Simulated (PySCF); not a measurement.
**Li2 (lithium dimer): SCS-MP2/aug-cc-pVTZ**

What is the vertical ionisation energy of Li2 (lithium dimer) at SCS-MP2/aug-cc-pVTZ? The job is set up through a Python script.

Program for the calculation: PySCF 2.14.0.

3 further runs of the same task are left out: 3 set aside as unsound or not needed.

## (1) Starting point

Li2 has 2 atoms, charge 0, and is taken as a singlet. As SMILES, `[Li][Li]`. The bond length is the measured one.

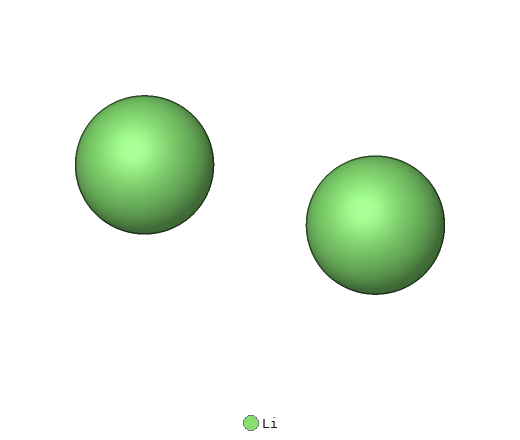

Viewed from a chosen angle; lithium green.

## (2) A single-point energy at SCS-MP2/aug-cc-pVTZ

job.py

```python
from pyscf import gto, scf, mp

mol = gto.M(
    atom=[
    ('Li', (0.000000, 0.000000, 0.000000)),
    ('Li', (0.000000, 0.000000, 2.672900)),
],
    basis='aug-cc-pvtz',
    charge=0,
    spin=0,
    max_memory=1860,
    verbose=4,
)

hf = scf.RHF(mol)
hf.conv_tol = 1e-10
hf.kernel()
if not hf.converged:
    hf = hf.newton().run(hf.mo_coeff, hf.mo_occ)

pt = mp.MP2(hf).run()
energy = hf.e_tot + 1.2 * pt.e_corr_os + pt.e_corr_ss / 3
print('E(%s) = %.9f' % ('SCS-MP2', energy))
```

Started as:

```console
$ OMP_NUM_THREADS=1 python job.py
```

The program printed:

```text
PySCF version 2.14.0

[INPUT] num. atoms = 2
[INPUT] num. electrons = 6
[INPUT] charge = 0
[INPUT] spin (= nelec alpha-beta = 2S) = 0
[INPUT] symmetry False subgroup None
[INPUT] Mole.unit = angstrom
[INPUT] Symbol           X                Y                Z      unit          X                Y                Z       unit  Magmom
[INPUT]  1 Li     0.000000000000   0.000000000000   0.000000000000 AA    0.000000000000   0.000000000000   0.000000000000 Bohr   0.0
[INPUT]  2 Li     0.000000000000   0.000000000000   2.672900000000 AA    0.000000000000   0.000000000000   5.051048958350 Bohr   0.0

nuclear repulsion = 1.78180811039695
number of shells = 26
number of NR pGTOs = 118
number of NR cGTOs = 92
basis = aug-cc-pvtz
ecp = {}

******** <class 'pyscf.scf.hf.RHF'> ********
method = RHF
initial guess = minao
damping factor = 0
level_shift factor = 0
DIIS = <class 'pyscf.scf.diis.CDIIS'>
diis_start_cycle = 1
diis_space = 8
diis_damp = 0
SCF conv_tol = 1e-10
SCF conv_tol_grad = None
SCF max_cycles = 50
direct_scf = True
direct_scf_tol = 1e-13
Set gradient conv threshold to 1e-05
Initial guess from minao.
init E= -14.8063645053
  HOMO = -0.163798636259442  LUMO = -0.020533306975866  gap/eV = 3.89845
cycle= 1 E= -14.8698352373828  delta_E= -0.0635  |g|= 0.0363  |ddm|= 0.832
  HOMO = -0.185860566040163  LUMO = 0.00144811224577124  gap/eV = 5.09693
cycle= 2 E= -14.8711020625114  delta_E= -0.00127  |g|= 0.0138  |ddm|= 0.0923
  HOMO = -0.182266618086978  LUMO = 0.00293880617943643  gap/eV = 5.03970
cycle= 3 E= -14.8713866930137  delta_E= -0.000285  |g|= 0.00164  |ddm|= 0.0546
  HOMO = -0.18183432146849  LUMO = 0.0029848930801899  gap/eV = 5.02919
cycle= 4 E= -14.8713944845349  delta_E= -7.79e-06  |g|= 0.000331  |ddm|= 0.00744
  HOMO = -0.181896527294438  LUMO = 0.0029680264200409  gap/eV = 5.03042
cycle= 5 E= -14.8713948448272  delta_E= -3.6e-07  |g|= 3.48e-05  |ddm|= 0.00186
  HOMO = -0.181896646895163  LUMO = 0.00296485333469532  gap/eV = 5.03034
cycle= 6 E= -14.8713948483813  delta_E= -3.55e-09  |g|= 3.83e-06  |ddm|= 0.000265
  HOMO = -0.181898292657056  LUMO = 0.00296515607910353  gap/eV = 5.03039
cycle= 7 E= -14.8713948484096  delta_E= -2.83e-11  |g|= 4.29e-07  |ddm|= 4.74e-05
  HOMO = -0.181897994325959  LUMO = 0.00296518382959388  gap/eV = 5.03038
Extra cycle  E= -14.87139484841  delta_E= -4.44e-13  |g|= 1.48e-07  |ddm|= 5.33e-06
converged SCF energy = -14.87139484841

******** <class 'pyscf.mp.mp2.RMP2'> ********
nocc = 3, nmo = 92
E(RMP2) = -14.9171767646329  E_corr = -0.0457819162228891
E(SCS-RMP2) = -14.9259473852245  E_corr = -0.0545525368145134
E_corr(same-spin) = -0.000445110753407908
E_corr(oppo-spin) = -0.0453368054694812
E(SCS-MP2) = -14.925947385
```

Run time: 1.6 s. Hardware: 1 thread of Arm Neoverse V1, shared host; peak memory 0.19 GiB.

## (3) The doublet cation, same level

input.py

```python
from pyscf import gto, mp

mol = gto.M(
    atom='Li 0.000000 0.000000 0.000000; Li 0.000000 0.000000 2.672900',
    verbose=3,
    basis='aug-cc-pvtz',
    charge=1,
    max_memory=1860,
    spin=1,
)

mf = mol.UHF()
mf.conv_tol = 1e-10
mf.kernel()
if not mf.converged:
    mf = mf.newton().run(mf.mo_coeff, mf.mo_occ)

pt = mp.MP2(mf).run()
e_final = mf.e_tot + 1.2 * pt.e_corr_os + pt.e_corr_ss / 3
print('Final energy', e_final)
```

Started as:

```console
$ OMP_NUM_THREADS=1 python input.py
```

The program printed:

```text
converged SCF energy = -14.7115169216529  <S^2> = 0.75001299  2S+1 = 2.000013
E(UMP2) = -14.7354510610606  E_corr = -0.0239341394077609
E(SCS-UMP2) = -14.7399945125735  E_corr = -0.028477590920674
Final energy -14.739994512573537
```

Run time: 2.6 s. Hardware: 1 thread of Arm Neoverse V1, shared host; peak memory 0.2 GiB.

## (4) What came out

At SCS-MP2/aug-cc-pVTZ:

```
                                                                  quantity         value
                                                 singlet Li2: total energy  -14.92595 Eh
                         singlet Li2: dipole moment (Hartree–Fock density)        0.00 D
                          singlet Li2: HOMO energy (Hartree–Fock orbitals)      -4.95 eV
                          singlet Li2: LUMO energy (Hartree–Fock orbitals)       0.08 eV
                        singlet Li2: HOMO–LUMO gap (Hartree–Fock orbitals)       5.03 eV
                                           singlet Li2: correlation energy     -54.6 mEh
                                              doublet cation: total energy  -14.73999 Eh
doublet cation: HOMO energy (Hartree–Fock orbitals) (highest over α and β)     -11.90 eV
 doublet cation: LUMO energy (Hartree–Fock orbitals) (lowest over α and β)      -4.17 eV
                                        doublet cation: correlation energy     -28.5 mEh
                         doublet cation: ⟨S²⟩ of the reference determinant         0.750
                        vertical ionisation energy (to the doublet cation)      5.060 eV
```

In words: The vertical ionisation energy comes to 5.06 eV (117 kcal/mol).
